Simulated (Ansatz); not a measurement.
System: H8SSi3 (SMILES [SiH3][SiH2]S[SiH3]).

| atom | x (Å) | y (Å) | z (Å) |
| --- | --- | --- | --- |
| S | 1.1358 | 0.5460 | 0.2602 |
| Si | -1.3442 | -2.1585 | -0.0220 |
| Si | 0.9107 | -1.5504 | -0.2466 |
| Si | 0.6286 | 1.4036 | -1.6495 |
| H | -2.1915 | -1.3050 | -0.9082 |
| H | -1.5575 | -3.5945 | -0.3846 |
| H | -1.7579 | -1.9471 | 1.3979 |
| H | 1.7654 | -2.3098 | 0.7130 |
| H | 1.4107 | -1.7923 | -1.6374 |
| H | 0.5249 | 2.8723 | -1.4277 |
| H | -0.6734 | 0.8701 | -2.1505 |
| H | 1.6828 | 1.1140 | -2.6657 |

Geometry: r2SCAN-D4/def2-SVP.

Method: Ansatz, isolated molecule in a Gaussian basis; Kohn-Sham density functional theory, functional PBE0.

### What will maps of the electron density and electron localisation function show?

Si–S (2.17 Å): ρ is about 0.77 e/Å³ halfway; the ELF peaks at about 0.90 between the atoms (localised, covalent bonding).
Si–Si (2.35 Å): ρ at the midpoint is about 0.63 e/Å³; the ELF peaks at about 1 between the atoms (a covalent bond).
Si–H (1.50 Å): ρ at the midpoint is about 0.78 e/Å³; the ELF climbs to about 1 towards the hydrogen, as it does in any bond to H.

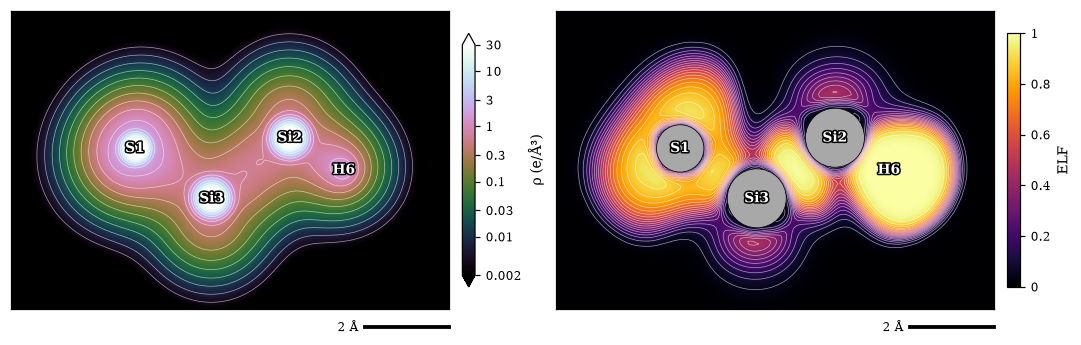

Computed electron density and electron localisation function on the plane of atoms Si3, Si2 and H6, in this order. Grey discs cover the atomic cores in the ELF map. 
